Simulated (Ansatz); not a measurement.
# CH4BNO: vertical ionisation energy

Aim: the vertical ionisation energy of CH4BNO, as cation minus neutral at the neutral's geometry, on several levels, and how well −ε(HOMO) stands in for it.

Method: unrestricted cation, the program's frozen cores in correlated methods; program: Ansatz 0.2.0, Gaussian basis.

Plan: UKS PBE-D4/def2-TZVPP; UKS r2SCAN-D4/def2-TZVPP; UKS PBE0-D4/def2-TZVPP; UKS B3LYP-D4/def2-TZVPP; UKS wB97X-V/def2-TZVPP; UKS wB97M-V/def2-TZVPP; UKS B2PLYP/def2-TZVPP; UHF-CCSD(T)/def2-TZVPP; UHF-MP2/def2-QZVPP; extrapolation to the limit; then −ε(HOMO) from the neutral's earlier runs with LDA (SPW92), PBE-D4, revPBE-D4, BLYP-D4, r2SCAN-D4, B97M-V, PBE0-D4, B3LYP-D4, r2SCANh-D4, r2SCAN0-D4, HSE06-D4, BHLYP-D4, CAM-B3LYP-D4, LC-ωPBE, ωB97X-V, ωB97M-V.

## 1. Structure used throughout

The geometry comes from an earlier relaxation with PBE0-D4 in a triple-zeta def2 set; it is a stationary point, not always the lowest conformer.

8 atoms, charge 0, spin multiplicity 1.

Atoms are counted from 1 here; the program's logs count them from 0.

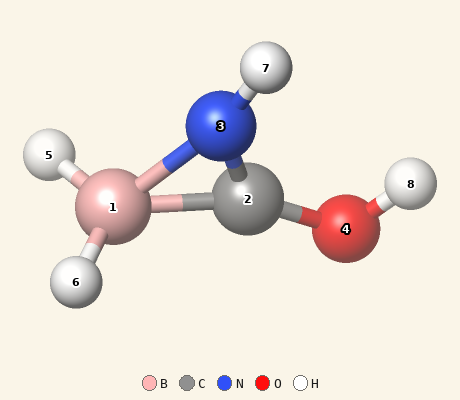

The structure; boron pink, carbon grey, nitrogen blue, oxygen red, hydrogen white; atoms are numbered from 1 in the order of the file.

Coordinates:

| atom | x (Å) | y (Å) | z (Å) |
| --- | --- | --- | --- |
| B1 | -0.3753 | 1.1020 | -0.3122 |
| C2 | -0.2810 | -0.4056 | 0.0652 |
| N3 | 0.8914 | 0.0698 | 0.0522 |
| O4 | -0.7758 | -1.5934 | 0.3116 |
| H5 | -0.4678 | 1.4011 | -1.4691 |
| H6 | -0.6449 | 1.8945 | 0.5455 |
| H7 | 1.8149 | -0.3047 | 0.2239 |
| H8 | -0.0694 | -2.2208 | 0.5270 |

## 2. Cation, UKS PBE-D4/def2-TZVPP

in.yaml reads:

```yaml
crystal:
  periodic: [false, false, false]
  atoms:
    - {symbol: B, position_ang: [-0.375313, 1.102030, -0.312180]}
    - {symbol: C, position_ang: [-0.280987, -0.405628, 0.065162]}
    - {symbol: N, position_ang: [0.891374, 0.069776, 0.052159]}
    - {symbol: O, position_ang: [-0.775837, -1.593434, 0.311645]}
    - {symbol: H, position_ang: [-0.467814, 1.401130, -1.469074]}
    - {symbol: H, position_ang: [-0.644866, 1.894540, 0.545519]}
    - {symbol: H, position_ang: [1.814916, -0.304735, 0.223936]}
    - {symbol: H, position_ang: [-0.069370, -2.220780, 0.527033]}
basis:
  gaussian: {orbitals: def2-TZVPP}
total_charge: 1
magnetization: {spin_polarized: true, initial_magnetization: 1}
hamiltonian: {xc: pbe, dispersion: d4}
```

Run with:

```
$ ansatz run in.yaml --threads 2 --pin off --events-out ev --progress --plain --max-ram 4352MiB
```

The runs that follow: Cation, UKS r2SCAN-D4/def2-TZVPP; Cation, UKS PBE0-D4/def2-TZVPP; Cation, UKS B3LYP-D4/def2-TZVPP; Cation, UKS wB97X-V/def2-TZVPP; Cation, UKS wB97M-V/def2-TZVPP; Cation, UKS B2PLYP (frozen core)/def2-TZVPP; Cation, UHF-CCSD(T)/def2-TZVPP; Cation, UHF-MP2/def2-QZVPP.

Q: Predict the results of all the runs planned. Wanted: ionisation energy, CCSD(T)/CBS; nearest functional by difference; nearest −ε(HOMO); −ε(HOMO) of PBE; T1 of the cation.

**Answer**, as computed:

```
                        quantity               value
  ionisation energy, CCSD(T)/CBS            10.58 eV
nearest functional by difference  ωB97X-V (-0.27 eV)
                nearest −ε(HOMO)  LC-ωPBE (-0.05 eV)
                 −ε(HOMO) of PBE             6.38 eV
                T1 of the cation               0.043
```

In words: By cation minus neutral, the functionals miss by 0.73 eV at most. −ε(HOMO) of PBE misses by 4.2 eV, since self-interaction lifts the level. Among orbital estimates LC-ωPBE comes nearest. Hartree-Fock falls 0.96 eV short, as the neutral has more correlation energy than the cation. The cation's T1 (from the report) is 0.043, near the customary mark of 0.045 for open shells, so the coupled-cluster value is less safe.
